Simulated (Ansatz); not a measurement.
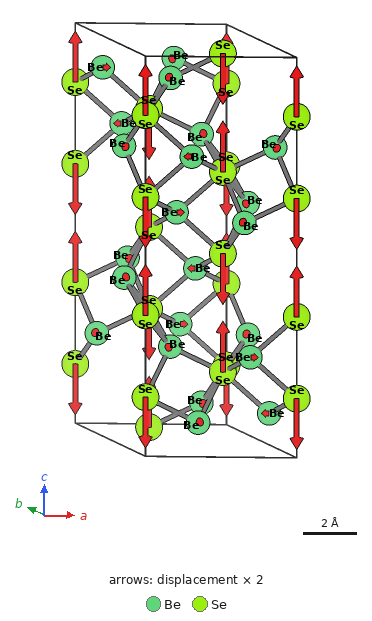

This is a relaxation of a crystal of Be3Se2 (built on the corundum_167 type) (coarse preliminary run). The starting structure is drawn; red arrows show the displacements (the part carried along by the change of the cell is left out), 2 times their true length.

The picture is a ball-and-stick view of the conventional cell (3 times the calculation's cell), seen slightly off an axis. Lengths and directions refer to the drawn axes.

Case: corundum type (R-3c, No. 167).

These are results of DFT PBE, scalar-relativistic, plane waves, PAW in Ansatz 0.2.0, not measurements.

Input file:
```yaml
crystal:
  lattice:
    - [2.893266823, 1.6704283791, 5.2661801015]
    - [-2.893266823, 1.6704283791, 5.2661801015]
    - [0.0, -3.3408567582, 5.2661801015]
  atoms:
    - { symbol: Be, position: [0.05625, 0.44375, 0.75] }
    - { symbol: Be, position: [0.75, 0.05625, 0.44375] }
    - { symbol: Be, position: [0.44375, 0.75, 0.05625] }
    - { symbol: Be, position: [0.94375, 0.55625, 0.25] }
    - { symbol: Be, position: [0.25, 0.94375, 0.55625] }
    - { symbol: Be, position: [0.55625, 0.25, 0.94375] }
    - { symbol: Se, position: [0.85218, 0.85218, 0.85218] }
    - { symbol: Se, position: [0.64782, 0.64782, 0.64782] }
    - { symbol: Se, position: [0.14782, 0.14782, 0.14782] }
    - { symbol: Se, position: [0.35218, 0.35218, 0.35218] }
basis:
  ecutwfc: 420
kpoints:
  mp_grid: { grid: [6, 6, 6] }
hamiltonian:
  xc: pbe
scf:
  occupations: { method: gaussian, width: 0.1 }
  lower_state_search: "off"
output:
  forces: true
  stress: true
  eigenvalues: true
relax:
  adjacent_minimum: "off"
  f_tol: 0.04
  max_steps: 70
  cell: { stress_tol: 0.4 }
```

Launched with:
```bash
ansatz run input.yaml --threads 1 --pin off --max-ram 2560MiB --backend cpu --events-out ev --progress --plain --runs-dir out
```

**Describe the change and its energy.**

Over 31 accepted moves (35 points after the start) the energy falls by 614 meV per atom. Largest force component: 1.1 eV/Å at the start, 0.0055 eV/Å at the end. The pressure goes from 3.93 to 0.09 GPa. At 4 points the geometry stayed and the basis and grid were re-selected for the new cell (energy shift of 13.2 meV per atom at most each time). The largest moves relative to the cell, 1.02 Å, are those of Se7, Se8, Se9 and Se10. Se9 goes along −c. By element the largest moves are Se 1.02 Å, Be 0.16 Å. The volume changes by +48.0 %, with a = b 5.787 → 4.591 Å (−20.7 %), c 15.799 → 37.138 Å (+135.1 %). Near-neighbour distances that change, for instance: Se7–Se8 3.229 → 9.631 Å, Be1–Se7 2.397 → 4.974 Å, Be1–Se10 2.255 → 2.180 Å. Bonds break: Be1–Se7 (2.40 → 4.97 Å), Be1–Se8 (2.40 → 4.97 Å), Be2–Se7 (2.40 → 4.97 Å), Be2–Se8 (2.40 → 4.97 Å). Bond angles that change, for instance: Be1–Se10–Be2 101.2° → 84.5°. The space group stays R-3c (No. 167).
